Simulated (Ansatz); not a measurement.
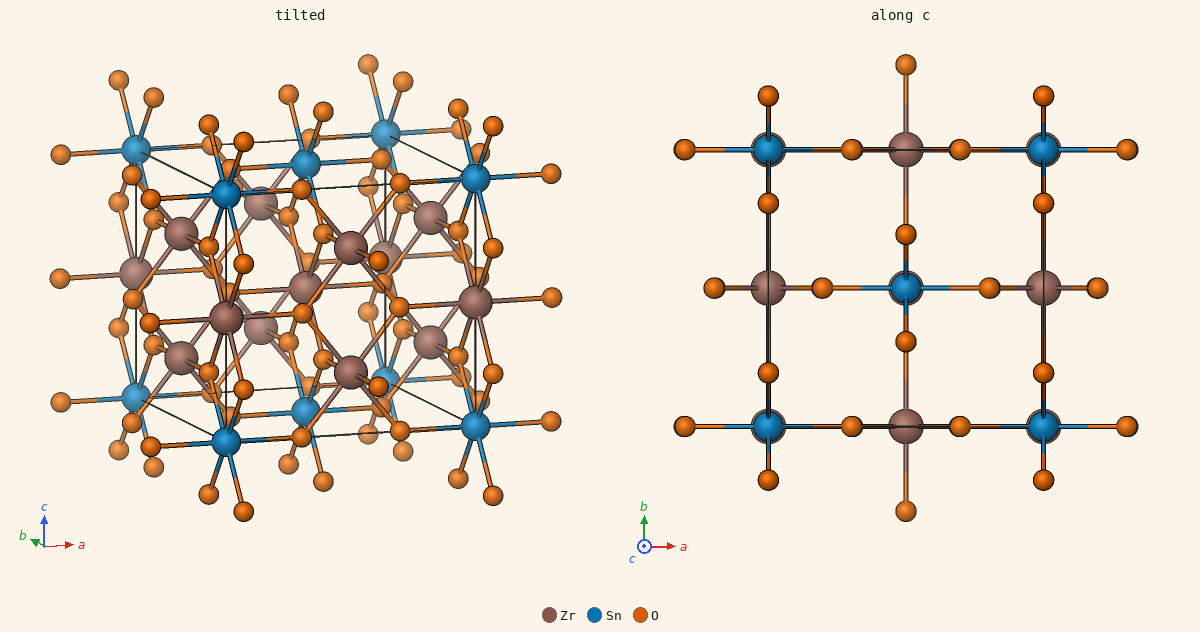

A ball-and-stick picture of a crystal structure, seen slightly off an axis and along the c axis. The wireframe shows the conventional unit cell. A few atoms beyond the faces are included.

Zr₃SnO₈, space group Cmmm (No. 65), a = 6.831 Å, b = 6.872 Å, c = 6.489 Å, α = 90.00°, β = 90.00°, γ = 90.00°. It derives from a structure type filled with these elements by a generator (whether the compound takes this form wasn't checked). Earlier steps of the study, as a rule a relaxation of our own, may have changed the cell and positions, so they can lie some per cent off the listed ones. It was run through Ansatz as a DFT input.

This one geometry was computed with Ansatz (DFT, plane waves, PAW) at five levels of theory: PBE with spin-orbit coupling, HSE06, r2SCAN, PBE0 and PBE. It was relaxed beforehand with r2SCAN.

Which level gives the highest pressure at this volume, and what does that say about its equilibrium volume?

Highest: PBE with spin-orbit coupling (4.2 GPa) and PBE (4.2 GPa), which points to the largest equilibrium volume. Lowest, with the smallest volume: HSE06 (-1.9 GPa) and PBE0 (-1.9 GPa). Levels within 0.5 GPa of each other can't be told apart.

How does the band gap change with the level of theory?

PBE: a gap of 2.76 eV, direct; PBE with spin-orbit coupling: a gap of 2.77 eV, direct; r2SCAN: a gap of 3.33 eV, direct; HSE06: a gap of 4.39 eV, direct; PBE0: a gap of 5.14 eV, direct.

Collect the results in a table.

| level | cutoff (eV) | k-mesh of the run's cell | gap (eV) | pressure (GPa) |
| --- | --- | --- | --- | --- |
| PBE with spin-orbit coupling | 420 | 6×6×4 | 2.77 | 4.2 |
| HSE06 | 420 | 4×4×2 | 4.39 | -1.9 |
| r2SCAN | 500 | 6×6×4 | 3.33 | 0.0 |
| PBE0 | 420 | 4×4×2 | 5.14 | -1.9 |
| PBE | 420 | 6×6×4 | 2.76 | 4.2 |

Gaps are taken on the k-mesh or band path of each run.
